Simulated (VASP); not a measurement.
Band structure of Au (fcc). Method: r2SCAN+rVV10, VASP's PBE PAW potentials (set 64) (plane waves; VASP 6.6.1).

Unless said otherwise, spin-orbit coupling is left out, though it shifts the bands of the heavy elements here.

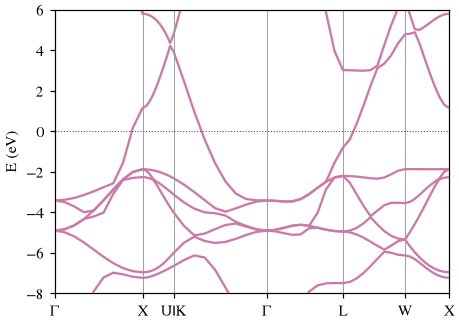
Figure. Bands along high-symmetry lines, zero at the valence-band maximum or, without a gap, the Fermi level

**Question.** Read the plot: is there a gap, and where are the band edges?

**Answer.** It has no gap at this level: it comes out as a metal or semimetal.

The compound is Au in the fcc structure. It was relaxed first.
